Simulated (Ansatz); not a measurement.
**CH₂MgSi: density, localisation and related maps**

Input file:

```
crystal:
  periodic: [false, false, false]
  atoms:
    - {symbol: C, position_ang: [0.362617, 0.542839, 0.304189]}
    - {symbol: Mg, position_ang: [-1.298555, -1.592434, -1.691574]}
    - {symbol: Si, position_ang: [1.007739, -0.296423, -1.064540]}
    - {symbol: H, position_ang: [1.046806, 1.203282, 0.844648]}
    - {symbol: H, position_ang: [-0.628578, 0.537815, 0.744847]}
basis:
  gaussian: {orbitals: def2-TZVPD}
total_charge: 0
hamiltonian: {xc: pbe0}
output: {forces: true, orbitals: {seedname: orbitals}}
```

Command:

```sh
ansatz run input.yaml --threads 2 --pin off --max-ram 4350MiB --events-out events.jsonl --progress --plain --runs-dir runs
```

Geometry: PBE0-D4/def2-TZVP.

Theory: Ansatz, isolated molecule in a Gaussian basis; Kohn-Sham density functional theory, functional PBE0.

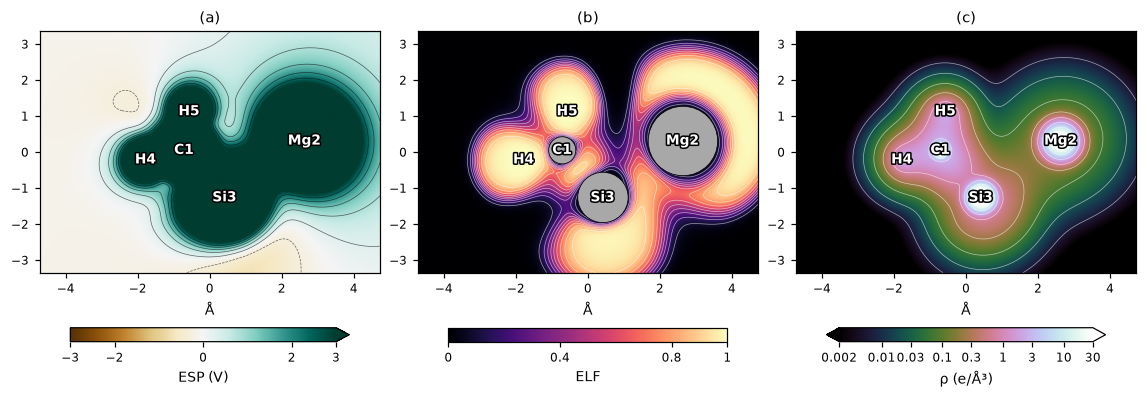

Figure 1. (a) molecular electrostatic potential; (b) electron localisation function; (c) total electron density on the molecular plane. Grey discs cover the atomic cores in the ELF map.

Q: Interpret the plot.

A: Atoms in the plane: C, Mg, Si and H.
C–Si (1.73 Å): the density is about 1.1 e/Å³ at the midpoint; the ELF peaks at about 0.90 between the atoms; a covalent bond.
Mg–Si (2.72 Å): ρ is about 0.21 e/Å³ halfway, with its minimum of 0.18 e/Å³ about 1.1 Å from Mg; the ELF peaks at about 0.80 in the valence shell of Si, 1.3 Å from its nucleus, and is about 0.75 at the midpoint.
C–H (1.08 Å): ρ at the midpoint is about 2 e/Å³; the ELF climbs to about 1 towards the hydrogen, as it does in any bond to H: an ordinary covalent bond to hydrogen.
Outside the dense part of the molecule the potential is most negative (−0.7 V) near Si3.

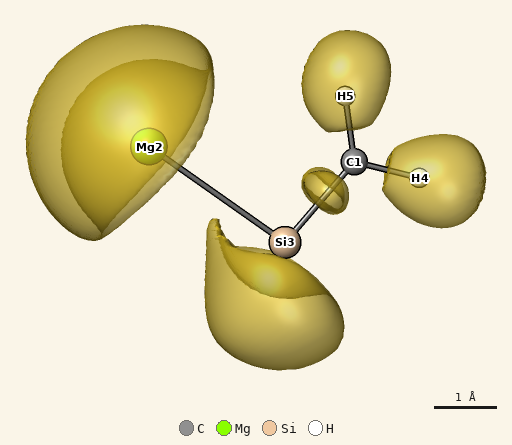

Figure 2. Isosurface of the electron localisation function at 0.85 (yellow), seen across its widest extent. Only the valence region is drawn (cores and ρ < 0.01 e/Å³ removed).

Q: What do the ELF domains correspond to?

A: The surface consists of one region between bonded C–Si atoms (shared pairs), two regions around hydrogen nuclei, one lobe on Si, pointing away from the bonds (lone pairs) and one region wrapped around Mg (its valence shell).

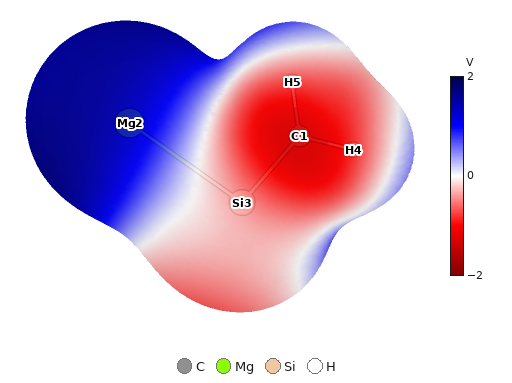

Figure 3. The molecular electrostatic potential painted on the density surface at 0.002 e/bohr³, seen across its widest extent; red is negative and blue positive.

Q: Where is the surface potential most negative and most positive?

A: The most negative region (about −1.2 V) lies over C1 and Si3, the most positive (about +1.7 V) over Mg2.

Q: What dipole moment does the calculation give?

A: Its dipole moment is 3.15 D.

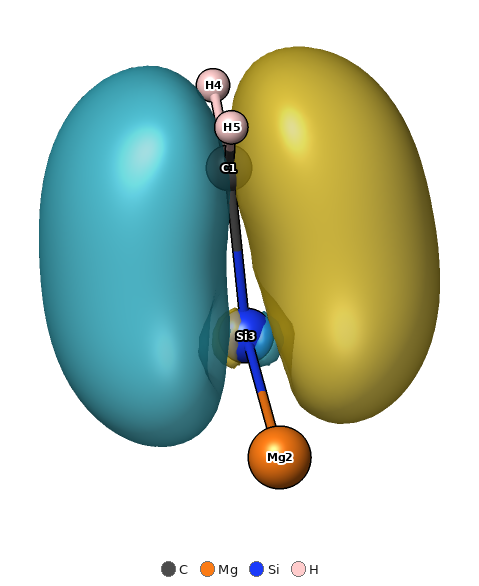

Figure 4. The HOMO−1 at ±0.1 Å⁻³ᐟ² (yellow and cyan are the two phases), seen at an oblique angle.

Q: What is the character of this orbital?

A: By Hirshfeld shares it lies mainly on C1 (about 45 %) and Si3 (about 40 %); it changes sign across the molecular plane (π type); π-bonding across C1–Si3. Its energy is −6.12 eV.
